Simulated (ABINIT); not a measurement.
**SiO2 (Cristobalite): G0W0 with ABINIT, start to end**

Wanted: ground state, empty states, screening and self-energy for SiO2 (Cristobalite).

Method: PBE and many-body steps on it, plane waves, in ABINIT 10.8.3.

The database entry behind the starting cell lists a temperature of 340 K, so it need not match the best structure at ambient conditions.

## Step 1: Set-up

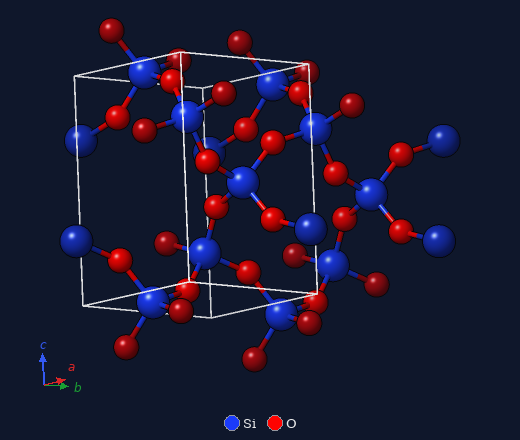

Start, viewed from a free direction; silicon blue, oxygen red. 1×2×1 cells are drawn. Some periodic images of atoms are drawn too.

The cell and positions come from the Crystallography Open Database and are kept as given unless a step says otherwise.

## Step 2: Ground state

This step: ABINIT 10.8.3; DFT, PBE, plane waves, norm-conserving pseudopotentials.

The ground-state density comes first.

File run.abi:

```
acell 3*1.0 Angstrom
rprim 
  4.982000000000 0.000000000000 0.000000000000
  0.000000000000 4.982000000000 0.000000000000
  0.000000000000 0.000000000000 6.963000000000
ntypat 2
znucl 14 8
natom 12
typat 1 1 1 1 2 2 2 2 2 2 2 2
xred 
  0.298970000000 0.298970000000 -0.000000000000
  0.201030000000 0.798970000000 0.250000000000
  0.701030000000 0.701030000000 0.500000000000
  0.798970000000 0.201030000000 0.750000000000
  0.239890000000 0.103470000000 0.178130000000
  0.396530000000 0.739890000000 0.428130000000
  0.760110000000 0.896530000000 0.678130000000
  0.603470000000 0.260110000000 0.928130000000
  0.739890000000 0.396530000000 0.571870000000
  0.896530000000 0.760110000000 0.321870000000
  0.260110000000 0.603470000000 0.071870000000
  0.103470000000 0.239890000000 0.821870000000
pp_dirpath "pseudos"
pseudos "Si.upf, O.upf"
ecut 36
ngkpt 4 4 4
nshiftk 1
shiftk 0 0 0
kptopt 1
chksymbreak 0
nband 42
occopt 1
tolvrs 1e-08
nstep 60
prtwf 0
optforces 0
optstress 0
indata_prefix "in"
outdata_prefix "out"
tmpdata_prefix "tmp"
```

Started as:

```console
$ OMP_NUM_THREADS=1 mpirun -n 4 abinit run.abi > log
```

Numbers of over 12 decimals in the logs are rounded to 6 here.

Log:

```text
.Version 10.8.3 of ABINIT. v10.8.2 released Aug 2026.

 Symmetries : space group P4_1 2_1 2 (# 92); Bravais tP (primitive tetrag.)
================================================================================
 Values of the parameters that define the memory need of the present run
     intxc =       0    ionmov =       0      iscf =       7    lmnmax =       6
     lnmax =       6     mgfft =      72  mpssoang =       3    mqgrid =    3554
     natom =      12  nloc_mem =       1    nspden =       1   nspinor =       1
    nsppol =       1      nsym =       8    n1xccc =    2501    ntypat =       2
    occopt =       1   xclevel =       2
-    mband =          42        mffmem =           1         mkmem =           5
       mpw =       12042          nfft =      209952          nkpt =          18
================================================================================
  Rough estimation (10% accuracy) of disk space for files :
================================================================================

--------------------------------------------------------------------------------
------------- Echo of variables that govern the present computation ------------
--------------------------------------------------------------------------------
 -outvars: echo values of preprocessed input variables --------
            acell      1.8897261259E+00  1.8897261259E+00  1.8897261259E+00 Bohr

      chksymbreak           0
             ecut      3.60000000E+01 Hartree
-          fftalg         312

              ixc     -101130
              kpt      0.00000000E+00  0.00000000E+00  0.00000000E+00
                       2.50000000E-01  0.00000000E+00  0.00000000E+00
                       5.00000000E-01  0.00000000E+00  0.00000000E+00
                       2.50000000E-01  2.50000000E-01  0.00000000E+00
                       5.00000000E-01  2.50000000E-01  0.00000000E+00
                       5.00000000E-01  5.00000000E-01  0.00000000E+00
                       0.00000000E+00  0.00000000E+00  2.50000000E-01
                       2.50000000E-01  0.00000000E+00  2.50000000E-01
                       5.00000000E-01  0.00000000E+00  2.50000000E-01
   [... 7 further rows ...]
                       5.00000000E-01  2.50000000E-01  5.00000000E-01
                       5.00000000E-01  5.00000000E-01  5.00000000E-01
         kptrlatt        4    0    0      0    4    0      0    0    4
          kptrlen      3.76584622E+01
P           mkmem           5
            natom          12
            nband          42
            ngfft          54      54      72
             nkpt          18
            nstep          60
             nsym           8
           ntypat           2
              occ      2.000000  2.000000  2.000000  2.000000  2.000000  2.000000
                       2.000000  2.000000  2.000000  2.000000  2.000000  2.000000
                       2.000000  2.000000  2.000000  2.000000  2.000000  2.000000
                       2.000000  2.000000  2.000000  2.000000  2.000000  2.000000
                       2.000000  2.000000  2.000000  2.000000  2.000000  2.000000
                       2.000000  2.000000  0.000000  0.000000  0.000000  0.000000
                       0.000000  0.000000  0.000000  0.000000  0.000000  0.000000
        optforces           0
        optstress           0
            prtwf           0
            rprim      4.9820000000E+00  0.0000000000E+00  0.0000000000E+00
[...]
spgroup          92

           tolvrs      1.00000000E-08

             xred      2.9897000000E-01  2.9897000000E-01  0.0000000000E+00
[...]
znucl       14.00000    8.00000

================================================================================

 chkinp: Checking input parameters for consistency.

================================================================================
== DATASET  1 ==================================================================
-   mpi_nproc: 4, omp_nthreads: 1 (-1 if OMP is not activated)

--- !DatasetInfo
iteration_state: {dtset: 1, }
dimensions: {natom: 12, nkpt: 18, mband: 42, nsppol: 1, nspinor: 1, nspden: 1, mpw: 12042, }
cutoff_energies: {ecut:  36.0, pawecutdg:  -1.0, }
electrons: {nelect:   6.40000000E+01, charge:   0.00000000E+00, occopt:   1.00000000E+00, tsmear:   1.00000000E-02, }

 Real(R)+Recip(G) space primitive vectors, cartesian coordinates (Bohr,Bohr^-1):
 R(1)=  9.4146156  0.0000000  0.0000000  G(1)=  0.1062178  0.0000000  0.0000000
 R(2)=  0.0000000  9.4146156  0.0000000  G(2)=  0.0000000  0.1062178  0.0000000
 R(3)=  0.0000000  0.0000000 13.1581630  G(3)=  0.0000000  0.0000000  0.0759985
 Unit cell volume ucvol=  1.1662736E+03 bohr^3
 Angles (23,13,12)=  9.00000000E+01  9.00000000E+01  9.00000000E+01 degrees

 getcut: wavevector=  0.0000  0.0000  0.0000  ngfft=  54  54  72
         ecut(hartree)=     36.000   => boxcut(ratio)=   2.02591

--- Pseudopotential description ------------------------------------------------
- Si Generated using ONCVPSP code by D. R. Hamann
- 14.00000   4.00000  171031                  znucl, zion, pspdat
12 -101130 2 -1 1510                          pspcod,pspxc,lmax,lloc,mmax
     nproj     2     2     2
  pspatm : epsatm=    9.34321561
         --- l  ekb(1:nproj) -->
[...]
-  8.00000   6.00000  171031                  znucl, zion, pspdat
12 -101130 2 -1 936                           pspcod,pspxc,lmax,lloc,mmax
     nproj     2     2     1
  pspatm : epsatm=    6.19545534
         --- l  ekb(1:nproj) -->
[...]
2   -1.331955
 pspatm: atomic psp has been read  and splines computed

   5.56393633E+03                                ecore*ucvol(ha*bohr**3)
--------------------------------------------------------------------------------

_setup2: Arith. and geom. avg. npw (full set) are   12029.172   12029.162

================================================================================

--- !BeginCycle
iteration_state: {dtset: 1, }
solver: {iscf: 7, nstep: 60, nline: 4, wfoptalg: 0, }
tolerances: {tolvrs: 1.00E-08, }

     iter   Etot(hartree)      deltaE(h)  residm     vres2
 ETOT  1  -148.90712975966    -1.489E+02 1.061E-01 1.865E+03
 ETOT  2  -149.15772278845    -2.506E-01 1.590E-02 1.367E+03
 ETOT  3  -149.80625019657    -6.485E-01 5.052E-03 1.698E+01
 ETOT  4  -149.81018399399    -3.934E-03 4.852E-03 1.119E+00
 ETOT  5  -149.81027201013    -8.802E-05 1.622E-03 9.989E-02
 ETOT  6  -149.81027422681    -2.217E-06 2.777E-03 1.124E-02
 ETOT  7  -149.81027502386    -7.971E-07 5.020E-04 8.338E-05
 ETOT  8  -149.81027503349    -9.633E-09 6.246E-04 1.082E-05
 ETOT  9  -149.81027503448    -9.830E-10 9.622E-05 9.449E-08
 ETOT 10  -149.81027503449    -1.128E-11 1.294E-04 1.553E-09

 At SCF step   10       vres2   =  1.55E-09 < tolvrs=  1.00E-08 =>converged.

--- !ResultsGS
iteration_state: {dtset: 1, }
comment   : Summary of ground state results
lattice_vectors:
- [  9.4146156,   0.0000000,   0.0000000, ]
- [  0.0000000,   9.4146156,   0.0000000, ]
- [  0.0000000,   0.0000000,  13.1581630, ]
lattice_lengths: [   9.41462,    9.41462,   13.15816, ]
lattice_angles: [ 90.000,  90.000,  90.000, ] # degrees, (23, 13, 12)
lattice_volume:   1.1662736E+03
convergence: {deltae: -1.128E-11, res2:  1.553E-09, residm:  1.294E-04, diffor:  0.000E+00, }
etotal    :  -1.49810275E+02
entropy   :   0.00000000E+00
fermie    :  -2.55725752E-02
cartesian_stress_tensor: null
pressure_GPa: null
xred      :
- [  2.9897E-01,   2.9897E-01,   0.0000E+00, Si]
- [  2.0103E-01,   7.9897E-01,   2.5000E-01, Si]
- [  7.0103E-01,   7.0103E-01,   5.0000E-01, Si]
- [  7.9897E-01,   2.0103E-01,   7.5000E-01, Si]
- [  2.3989E-01,   1.0347E-01,   1.7813E-01,  O]
- [  3.9653E-01,   7.3989E-01,   4.2813E-01,  O]
- [  7.6011E-01,   8.9653E-01,   6.7813E-01,  O]
- [  6.0347E-01,   2.6011E-01,   9.2813E-01,  O]
- [  7.3989E-01,   3.9653E-01,   5.7187E-01,  O]
- [  8.9653E-01,   7.6011E-01,   3.2187E-01,  O]
- [  2.6011E-01,   6.0347E-01,   7.1870E-02,  O]
- [  1.0347E-01,   2.3989E-01,   8.2187E-01,  O]
cartesian_forces: null
force_length_stats: {min: null, max: null, mean: null, }

 Integrated electronic density in atomic spheres:
 ------------------------------------------------
 Atom  Sphere_radius  Integrated_density
[...]
================================================================================

 ----iterations are completed or convergence reached----

 Mean square residual over all n,k,spin=   87.733E-08; max=  12.942E-05
 reduced coordinates (array xred) for   12 atoms
[...]
0.603470000000      0.260110000000      0.928130000000
       0.739890000000      0.396530000000      0.571870000000
       0.896530000000      0.760110000000      0.321870000000
       0.260110000000      0.603470000000      0.071870000000
       0.103470000000      0.239890000000      0.821870000000
 rms dE/dt=  0.0000E+00; max dE/dt=  0.0000E+00; dE/dt below (all hartree)
    1       0.000000000000      0.000000000000      0.000000000000
    2       0.000000000000      0.000000000000      0.000000000000
    3       0.000000000000      0.000000000000      0.000000000000
    4       0.000000000000      0.000000000000      0.000000000000
    5       0.000000000000      0.000000000000      0.000000000000
    6       0.000000000000      0.000000000000      0.000000000000
    7       0.000000000000      0.000000000000      0.000000000000
    8       0.000000000000      0.000000000000      0.000000000000
    9       0.000000000000      0.000000000000      0.000000000000
   10       0.000000000000      0.000000000000      0.000000000000
[...]
cartesian coordinates (angstrom) at end:
[...]
8      3.006488     1.295868     6.462569
    9      3.686132     1.975512     3.981931
   10      4.466512     3.786868     2.241181
   11      1.295868     3.006488     0.500431
   12      0.515488     1.195132     5.722681
 length scales=  1.889726125908  1.889726125908  1.889726125908 bohr
              =  1.000000000000  1.000000000000  1.000000000000 angstroms
 prteigrs : about to open file out_EIG
 Fermi (or HOMO) energy (hartree) =  -0.02557   Average Vxc (hartree)=  -0.30639
 Eigenvalues (hartree) for nkpt=  18  k points:
 kpt#   1, nband= 42, wtk=  0.01563, kpt=  0.0000  0.0000  0.0000 (reduced coord)
  -0.73918   -0.70592   -0.70592   -0.66274   -0.66084   -0.66072   -0.66024   -0.66024
  -0.37632   -0.29860   -0.29860   -0.23991   -0.23545   -0.23545   -0.21774   -0.21169
  -0.13446   -0.13392   -0.13392   -0.11377   -0.11047   -0.10058   -0.09294   -0.09147
  -0.09147   -0.07371   -0.07371   -0.06945   -0.04986   -0.03550   -0.03550   -0.02557
   0.18760    0.30148    0.30148    0.31610    0.31610    0.33129    0.34345    0.38630
   0.38663    0.39616
 prteigrs : prtvol=0 or 1, do not print more k-points.

--- !EnergyTerms
iteration_state     : {dtset: 1, }
comment             : Components of total free energy in Hartree
kinetic             :  9.81339551391108E+01
hartree             :  6.11850038090774E+01
xc                  : -4.05099292261297E+01
Ewald energy        : -7.99602560446805E+01
psp_core            :  4.77069561456680E+00
local_psp           : -1.73544038500357E+02
non_local_psp       : -1.98857058260745E+01
total_energy        : -1.49810275034487E+02
total_energy_eV     : -4.07654525758007E+03
band_energy         : -1.79306474979264E+01

== END DATASET(S) ==============================================================
================================================================================

 -outvars: echo values of variables after computation  --------
           etotal     -1.4981027503E+02
            nband          42
             nkpt          18
          spgroup          92
 [... the other variables as echoed above ...]

 Calculation completed.
```

The job ended after 1.8 min (4 MPI ranks of Arm Neoverse V1, shared host; peak memory 0.56 GiB).

This step gave:

| Item | Value |
| --- | --- |
| total energy | -4076.5453 eV |
| gap | 5.801 eV |
| k of the valence top | 0, 0, 0 |
| k of the conduction bottom | 0, 0, 0 |
| least direct gap | 5.801 eV |

The gap is direct, at Γ.

(Continued in part 2 of 3.)

[Paths, hosts, dates, memory and timing lines, banners, echoed tables and standing remarks are left out of the program output.]

[Logs are printed without paths, hosts, clocks, repeated set-up lines and the standing remarks that a program may print on its own settings, such as how far it seeks lower states.]

[Runs of the session that timed out or met a known fault of the program may be left out.]

[Hosts, paths, dates, database ids (printed as entryN), source tags and the programs' standing remarks are cut or masked in the printed files.]

[G0W0 gaps are taken among the corrected bands and points alone; a level outside them can change the order at an edge.]

[Where Ansatz stands beside ABINIT at settings called matched, ABINIT's density can come from a denser mesh and the files from another edition; pairs whose starting gaps differed by over 0.03 eV were left out, so agreement reads better than it is.]
